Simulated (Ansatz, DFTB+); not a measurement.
## Loss of C2H6: C5H10 → C3H4 + C2H6

Gas-phase species: C5H10 (1-pentene) `C=CCCC`, singlet; C3H4 (allene) `C=C=C`, singlet; C2H6 (ethane) `CC`, singlet. This is a balance of energies; it says nothing on the path, which may need atoms to shift.

Shapes, held fixed at every level: PBE0-D4/def2-TZVP. Flexible molecules stand in one conformer, not always the lowest. Programs: Ansatz 0.2.0, DFTB+ 25.1. Electronic energies: no zero-point or thermal term.

```csv
level,kind,ΔE (kJ/mol),less CCSD(T)/CBS estimate
DFTB2,semi-empirical,+150.0,+7.3
HF/def2-TZVPP,Hartree–Fock,+117.4,-25.3
r2SCAN-D4/def2-TZVPP,meta-GGA,+133.2,-9.5
B3LYP-D4/def2-TZVPP,global hybrid,+124.0,-18.7
PBE0-D4/def2-TZVPP,global hybrid,+146.5,+3.8
wB97M-V/def2-TZVPP,range-separated hybrid,+137.9,-4.8
wB97X-V/def2-TZVPP,range-separated hybrid,+147.1,+4.4
CCSD/def2-TZVPP,coupled cluster or CI,+140.0,-2.7
CCSD(T)/CBS estimate,coupled cluster or CI,+142.7,0.0
```

The highest level, CCSD(T)/CBS estimate, gives ΔE = +142.7 kJ/mol; the levels span +117.4 to +150.0. The column of differences is taken from that level and isn't an error. No measured value is set beside it here. The CBS estimate extrapolates MP2 from def2-TZVPP and def2-QZVPP and adds CCSD(T) − MP2 in the triple-zeta set, cores frozen.

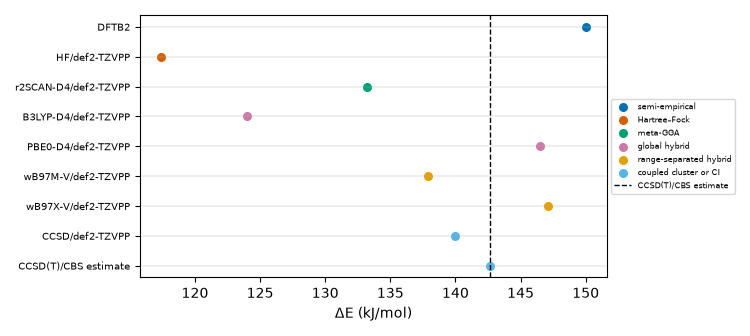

The values of the table, level by level.
